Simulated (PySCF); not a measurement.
The calculation's input:

```
mol = gto.M(atom='''
Tl     0.00000    -0.00000    -0.13819
F      0.00000     0.00000     1.96629''',
    basis={'Tl': 'def2-SVP', 'F': 'def2-SVP'},
    ecp={'Tl': 'def2-SVP'},
    charge=0, spin=0)
mf = dft.RKS(mol, xc='B3LYP')
mf.grids.atom_grid = (75, 302)  # f atoms: at least (60, 302), unpruned
mf = mf.density_fit()  # Tl def2-universal-JKFIT, F def2-universal-JKFIT
mf.conv_tol = 1e-09; mf.max_cycle = 55
mf.kernel(dm0)
```

Command:

```sh
OMP_NUM_THREADS=2 python run.py
```

Core potentials replace the inner electrons of Tl.

Computed with RKS B3LYP, Tl def2-SVP with ECP60, F def2-SVP; non-relativistic Hamiltonian with scalar-relativistic core potentials where named; density fitting in PySCF 2.14.0.

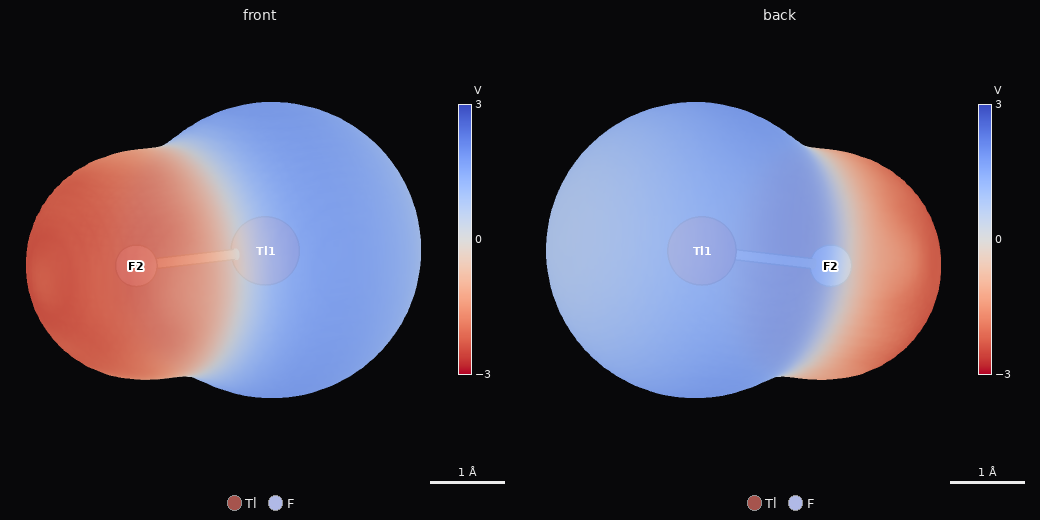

TlF. The electrostatic potential painted on the density surface at 0.002 e/bohr³, seen from the front and from behind; red is negative and blue positive.

### Where is the surface potential most negative and most positive?

The most negative region (about −2.4 V) lies over F2, the most positive (about +1.7 V) over Tl1.

### What dipole moment does the calculation give?

Its dipole moment is 3.62 D.
